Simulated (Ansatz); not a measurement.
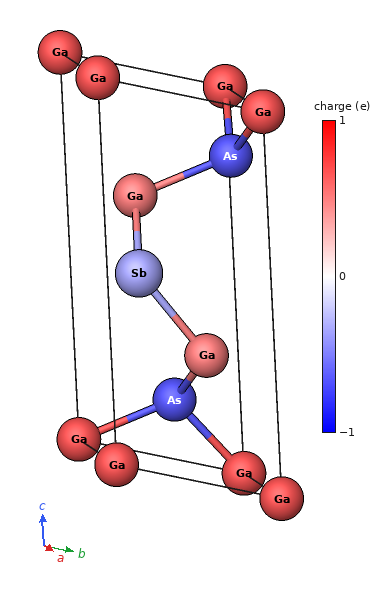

Crystal structure, ball-and-stick style, seen slightly off an axis. Atoms at the boundary of the cell (the run's own, in a reduced setting) (the box) are drawn once for each face, edge or corner they touch. The atoms of this Ga3SbAs2 cell are coloured by their Bader charge.

Results below were computed with Ansatz 0.2.0, DFT PBE, scalar-relativistic, plane waves, PAW; the settings were a 420 eV plane-wave basis, k-points about 0.18 Å⁻¹ apart, Gaussian smearing of 0.1 eV, no spin polarisation.

Q: What do the colours say about charge transfer?

A: Most positive: Ga; most negative: As. Charges: about Ga +0.5 to +0.7 e; Sb -0.3 e; As -0.7 e.

It goes back to a structure type filled with these elements by a generator (whether the compound takes this form wasn't checked). Earlier steps of the study, as a rule a relaxation of our own, may have changed the cell and positions, so they can lie some per cent off the listed ones. An electronic-structure calculation with Ansatz was run on it.
